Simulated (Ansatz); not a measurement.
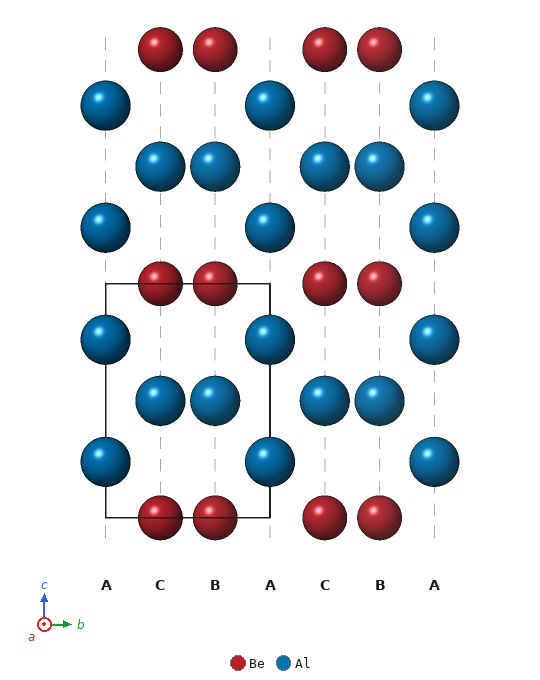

Projection along an edge of the hexagonal mesh, stacking direction c upwards. The dashed lines mark the three columns A (0, 0), B (1/3, 2/3) and C (2/3, 1/3). The sequence starts with the first layer at or above the cell's origin.

System BeAl2; source of the atomic positions: the geometry relaxed with DFT PBE, scalar-relativistic, plane waves, PAW in Ansatz; the starting structure was generated, so it need not be a known form of this composition.

Q: List the layers of one repeat.

A: Be(B)+Be(C) – Al(A) – Al(B)+Al(C) – Al(A) (four layers in 5.33 Å).
